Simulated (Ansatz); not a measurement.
# Calculations on C$_{2}$H$_{12}$N$_{2}$Si$_{2}$

**1. Relaxation**

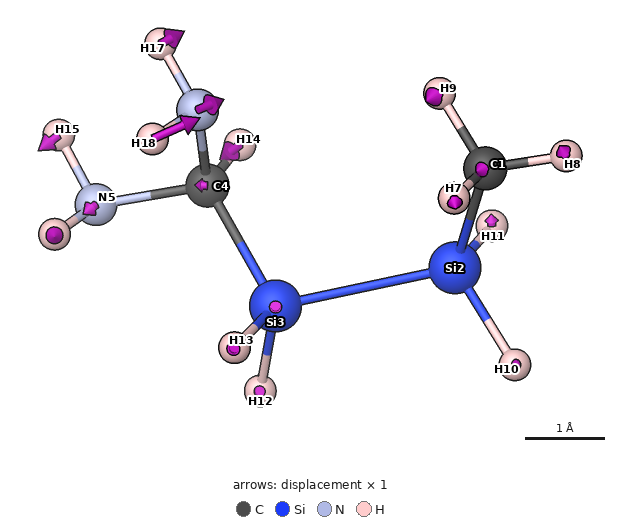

A relaxation of C2H12N2Si2. The starting structure is drawn; purple arrows show the displacements, at their true length. The two geometries are superimposed by the best rigid fit.

Style: ball-and-stick. Shown at a tilt.

The run prepares an end point of a later path (inversion) calculation, from a guessed geometry.

These are results of RKS PBE-D4/6-31G* (Ansatz), not measurements. (no spin polarisation; force threshold 0.015 eV/Å; at most 40 steps)

**Atoms of which element are displaced furthest, and by how much?**

Hydrogen: up to 0.68 Å, against 0.46 Å for nitrogen.

**What did the optimiser do to the structure, and how much energy did it gain?**

The atom that moves furthest after the best rigid fit is an H atom (0.68 Å). Largest moves by element: H 0.68 Å, N 0.46 Å, C 0.22 Å, Si 0.15 Å. Near-neighbour distances that change, for instance: C–Si 1.833 → 1.929 Å, C–H 1.042 → 1.103 Å, C–Si 1.851 → 1.897 Å, H–Si 1.472 → 1.508 Å. Bond angles that change, for instance: N–C–N 99.0° → 119.4°, Si–C–H 117.0° → 106.2°, C–Si–H 112.7° → 106.3°. After 11 geometry steps the energy has fallen by 25.3 kcal/mol. The largest force component goes from 5.6 to 0.0087 eV/Å. The run took 43 s on 2 threads of Arm Neoverse V2, with other jobs on the host, peak memory 0.18 GiB.

**2. Relaxation**

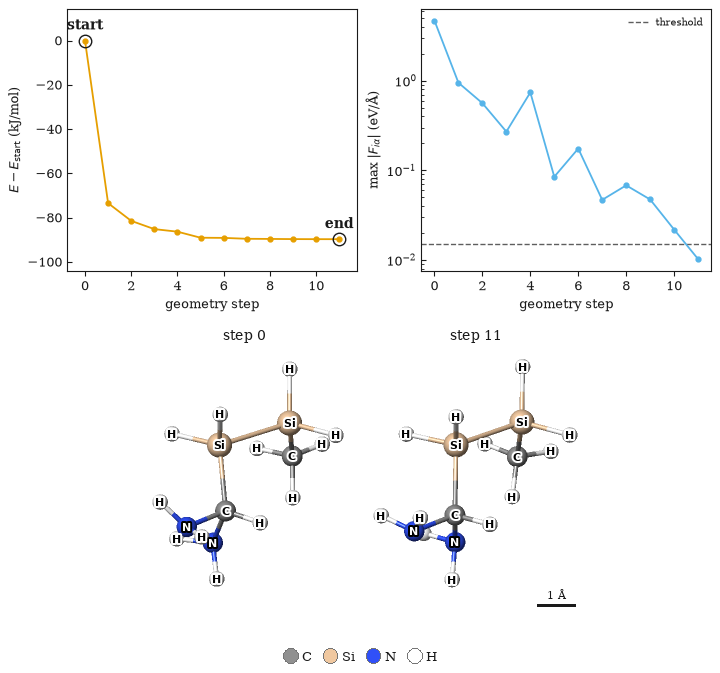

First and last geometry of a relaxation of C₂H₁₂N₂Si₂, with the history of the run. A ball-and-stick model, seen from a free direction.

The run prepares an end point of a later path (inversion) calculation, from a guessed geometry.

These are results of Ansatz 0.2.0, RKS PBE-D4/6-31G*, not measurements.

Input
```yaml
crystal:
  periodic: [false, false, false]
  atoms:
    - { symbol: C, position_ang: [0.713, -2.4023, -0.9798] }
    - { symbol: Si, position_ang: [1.7329, -0.8585, -0.9415] }
    - { symbol: Si, position_ang: [0.4133, 1.0403, -0.6806] }
    - { symbol: C, position_ang: [-0.3676, 0.9388, 0.975] }
    - { symbol: "N", position_ang: [-1.0807, 2.1629, 1.3094] }
    - { symbol: "N", position_ang: [-1.5235, -0.0062, 0.9513] }
    - { symbol: H, position_ang: [-0.0475, -2.2939, -1.7929] }
    - { symbol: H, position_ang: [1.3016, -3.2406, -1.1688] }
    - { symbol: H, position_ang: [0.1273, -2.4804, -0.0087] }
    - { symbol: H, position_ang: [2.5116, -0.7564, -2.1863] }
    - { symbol: H, position_ang: [2.7118, -0.9718, 0.1906] }
    - { symbol: H, position_ang: [1.3486, 2.248, -0.7113] }
    - { symbol: H, position_ang: [-0.5963, 1.1901, -1.7936] }
    - { symbol: H, position_ang: [0.2505, 0.6697, 1.7772] }
    - { symbol: H, position_ang: [-0.63199, 2.6323, 2.11801] }
    - { symbol: H, position_ang: [-1.14346, 2.84852, 0.58344] }
    - { symbol: H, position_ang: [-1.9347, -0.0551, 1.8746] }
    - { symbol: H, position_ang: [-2.2655, 0.3084, 0.3329] }
basis:
  gaussian: { orbitals: "6-31G*" }
hamiltonian:
  xc: pbe
  dispersion: d4
relax:
  f_tol: 0.015
  max_steps: 40
```

Launched with:
```bash
ansatz run input.yaml --threads 2 --pin off --max-ram 3072MiB --backend cpu --events-out ev --progress --plain --runs-dir out
```

Q: Read the history and describe the run.

A: It converged. H15 moves most after the best rigid fit: 0.63 Å. Largest moves by element: H 0.63 Å, N 0.31 Å, Si 0.21 Å, C 0.18 Å. Some distances before and after: Si3–C4 1.833 → 1.934 Å, C1–H8 1.042 → 1.103 Å, C4–H14 1.048 → 1.107 Å, C1–Si2 1.851 → 1.897 Å. Among the angles between lasting bonds that change: N5–C4–N6 99.0° → 112.7°, Si3–C4–H14 117.0° → 107.7°, C4–Si3–H13 112.7° → 105.2°. Groups turn about C4–N5 by about 35°. Over 11 geometry steps the energy falls by 89.8 kJ/mol. Largest force component: 4.7 eV/Å at the start, 0.01 eV/Å at the end. The run took 42 s on 2 threads of Arm Neoverse V2, on a shared host, peak memory 0.18 GiB.

**3. Path**

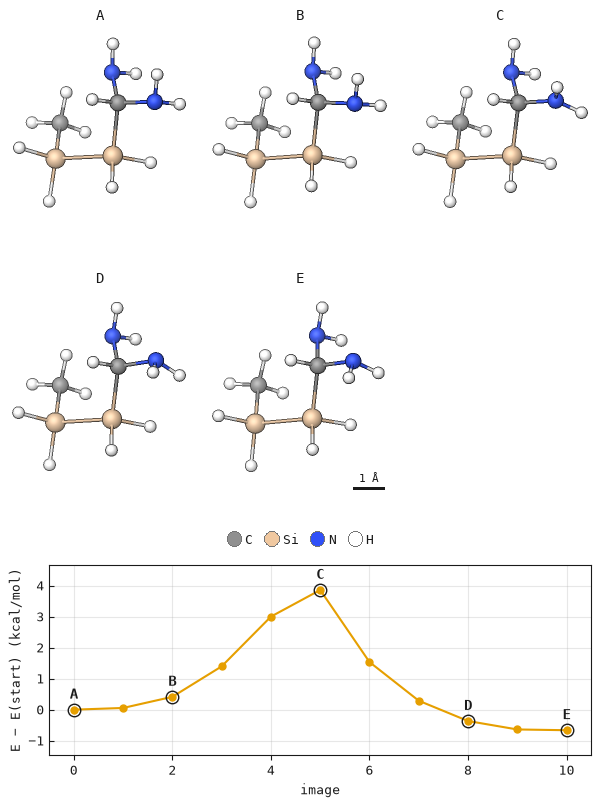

A search for the minimum-energy path of C2H12N2Si2 by the nudged elastic band. Images are numbered from 0 (start) to 10 (end). Frames A to E are images 0, 2, 5, 8, 10. Style: ball-and-stick. Shown from a free direction.

All numbers below come from Ansatz, RKS PBE-D4/6-31G*. Run with 9 movable images; climbing image; force threshold 0.05 eV/Å; iteration limit 34; starting path by image-dependent pair potential.

Q: What happens along the path, and what is the barrier?

A: The motion is an umbrella inversion at an N atom. No bond forms or breaks between the ends. Among the angles between lasting bonds that change up to the highest image: C–N–H 109.8° → 121.1°, C–N–H 110.7° → 121.9°. Forward barrier 3.86 kcal/mol, backward barrier 4.52 kcal/mol, with image 5 at the top; the reaction energy is −0.66 kcal/mol. The band converged in 7 iterations. The largest component of the band force went from 0.69 to 0.024 eV/Å. The climbing image converged on the top of the path. Its vibrational analysis gives one imaginary mode (613i cm⁻¹), as a transition state must have.

The run took 3.9 min on 2 threads of Arm Neoverse V2, on a shared host, peak memory 0.19 GiB.
